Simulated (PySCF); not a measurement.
C5H9NSi (SMILES C=C1CN([SiH3])C1=C)

Input

```
{"job": {"kind": "uv", "xc": "B3LYP", "basis": "def2-SVPD", "nstates": 8, "ntriplets": 3}, "charge": 0, "multiplicity": 1}
C     -2.377730    -1.176440    -0.272438
C     -1.157041    -0.675034    -0.260344
C      0.096445    -0.880559    -1.075935
N      0.738739     0.126079    -0.228102
Si     2.325423     0.777233    -0.151946
C     -0.415223     0.310829     0.532886
C     -0.674487     1.097497     1.571363
H     -2.675097    -1.922188    -0.990572
H     -3.119968    -0.856371     0.438262
H      0.547062    -1.873474    -1.002164
H      0.026517    -0.591855    -2.127714
H      2.253919     2.239389    -0.221278
H      2.994292     0.370256     1.089901
H      2.997682     0.213350    -1.321354
H     -1.646435     1.102994     2.028147
H      0.078304     1.747236     1.979877
```

Launched as:

```sh
OMP_NUM_THREADS=1 python probes_run.py task.json out
```

Geometry: GFN2-xTB.

These are results of PySCF, B3LYP/def2-SVPD, SCF density, gas phase, not measurements.

Q: Predict the electron density and electron localisation function between the atoms.

A: C–C (1.32 Å): ρ is about 2.3 e/Å³ halfway; the ELF peaks at about 0.95 between the atoms (a multiple bond).
C–N (1.39 Å): ρ at the midpoint is about 2.2 e/Å³; the ELF peaks at about 0.90 between the atoms (a covalent bond).
Si–N (1.72 Å): ρ at the midpoint is about 1.1 e/Å³; the ELF peaks at about 0.95 between the atoms (a polar covalent bond).
C–H (1.07 Å): ρ at the midpoint is about 2 e/Å³; the ELF climbs to about 1 towards the hydrogen, as it does in any bond to H; a covalent bond by its length.

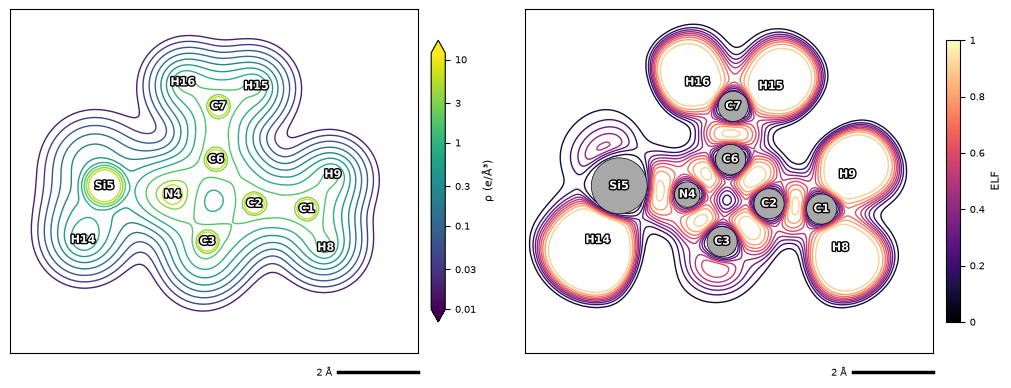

Computed electron density and electron localisation function on the plane of atoms H15, C7 and H16, in this order. Grey discs cover the atomic cores in the ELF map. 
